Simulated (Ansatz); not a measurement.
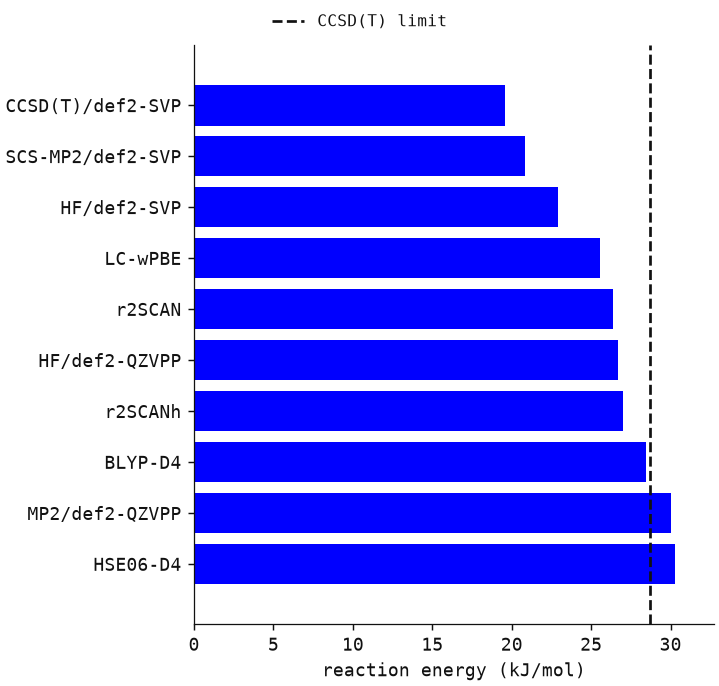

Electronic reaction energy of SiH₄TeS (S[SiH2][TeH]) + BNH₃F (NBF) → BNH₃TeF (NB(F)[TeH]) + SiH₄S ([SiH3]S) (SMILES in brackets) at several levels (functionals in def2-TZVPP unless a basis is named), isolated molecules at PBE0-D4 triple-zeta geometries, minima by their frequencies, no zero-point or thermal terms, the Ansatz code. The line is frozen-core CCSD(T) at the basis limit (MP2 extrapolated from triple and quadruple zeta, plus CCSD(T) less MP2 in a smaller set). No dispersion term is added to LC-wPBE, r2SCAN and r2SCANh. The distance of CCSD(T)/def2-SVP, SCS-MP2/def2-SVP, HF/def2-SVP and MP2/def2-QZVPP to the limit includes basis error. Core potentials past Kr. The limit lies 5.4 kJ/mol from CCSD(T)/def2-TZVPP, so the line itself is uncertain by a part of that.

> Which level comes closest to the line (CCSD(T) limit), and which misses most?

Closest BLYP-D4 (28.4 kJ/mol), against 28.7 kJ/mol; farthest CCSD(T)/def2-SVP (19.6 kJ/mol).

> Give the values.

| level | kJ/mol | less CCSD(T) limit |
| --- | --- | --- |
| CCSD(T)/def2-SVP | 19.6 | −9.1 |
| SCS-MP2/def2-SVP | 20.9 | −7.8 |
| HF/def2-SVP | 22.9 | −5.8 |
| LC-wPBE | 25.6 | −3.1 |
| r2SCAN | 26.4 | −2.3 |
| HF/def2-QZVPP | 26.7 | −2.0 |
| r2SCANh | 27.0 | −1.7 |
| BLYP-D4 | 28.4 | −0.3 |
| MP2/def2-QZVPP | 30.0 | 1.4 |
| HSE06-D4 | 30.3 | 1.6 |
| CCSD(T) limit | 28.7 | 0.0 |

Note: outer-core shells are correlated without core-valence functions, which makes the correlated values less sure; spin-orbit coupling is left out, and with Te it can shift these values.
